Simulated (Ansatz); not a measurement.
**HfSiO4 under a change: Si → S**

Start from HfSiO4 (space group I4_1/amd, No. 141; a = 6.582 Å, c = 5.971 Å).

One thing is altered: full substitution Si → S, then cell and atoms are relaxed.

Level of theory: Ansatz (a first-principles code), r2SCAN, PAW, cutoff 500 eV, without spin-orbit coupling. Γ-centred 6×6×6 mesh, Fermi–Dirac width 0.05 eV.

| quantity | base | changed | shift |
|---|---|---|---|
| volume per atom | 10.78 Å³ | 11.92 Å³ | +1.145 Å³ |
| density | 6.95 g/cm³ | 6.37 g/cm³ | -0.575 g/cm³ |
| lattice parameter a | 6.582 Å | 6.653 Å | +0.071 Å |
| c/a ratio | 0.907 | 0.972 | +0.065 |
| space group | I4_1/amd (No. 141) | I4_1/amd (No. 141) | – |
| shortest interatomic distance | 1.623 Å | 1.808 Å | +0.185 Å |
| band gap (an upper bound: an edge found on the path is not a true extremum; the base alone) | 6.01 eV | 0.30 eV | -5.716 eV |

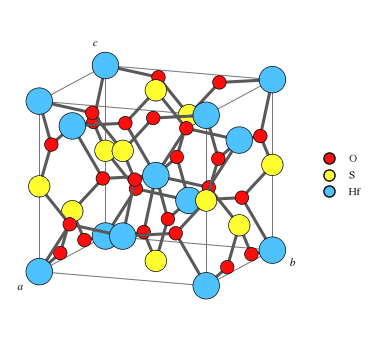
Figure. The relaxed conventional cell after the change

Spin-orbit coupling, missing from the scalar runs, can matter with Hf. No phonon test of stability was made. As relaxed here, HfSO4 is a hypothetical phase, not in the database extracts checked. The zero or small gap of HfSO4 can change with the level of theory.
